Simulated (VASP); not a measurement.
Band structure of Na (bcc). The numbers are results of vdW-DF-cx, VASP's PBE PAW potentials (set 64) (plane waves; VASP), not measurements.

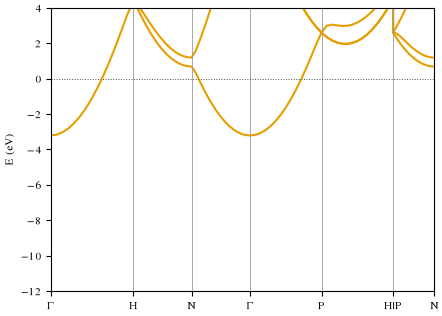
Bands along high-symmetry lines, zero at the valence-band maximum or, without a gap, the Fermi level

Question: Read the plot: is there a gap, and where are the band edges?

Answer: It has no gap at this level: it comes out as a metal or semimetal. (Edges off the drawn lines would not show.)

The compound is Na in the bcc structure. The cell was not relaxed at this level.
